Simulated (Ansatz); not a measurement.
System: cubic perovskite CsPbCl3 (cubic high-temperature phase). Method: PBE0 (PAW; Ansatz, a quantum-chemistry and plane-wave program).

Numerical settings: plane-wave cutoff 460 eV, 4×4×4 k mesh, Fermi–Dirac smearing 0.01 eV, scalar-relativistic PAW data made under PBE.

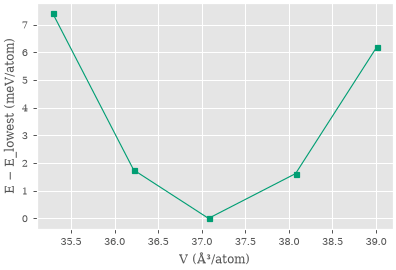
Figure: Total energy against volume

From the curve, estimate the equilibrium volume and the bulk modulus.

V0 ≈ 37.1 Å³/atom and B0 ≈ 23 GPa; the fit gives V0 = 37.144 Å³/atom, B0 = 23.3 GPa, B′ = 4.7.

Note: the relaxation could not lower the start's symmetry, so the cell can be a saddle point above a distorted one.

Spin–orbit coupling is not included; it can shift volumes and moduli of such heavy elements.

Computed values are for the static lattice.

Computing time: very roughly 16 core-minutes.
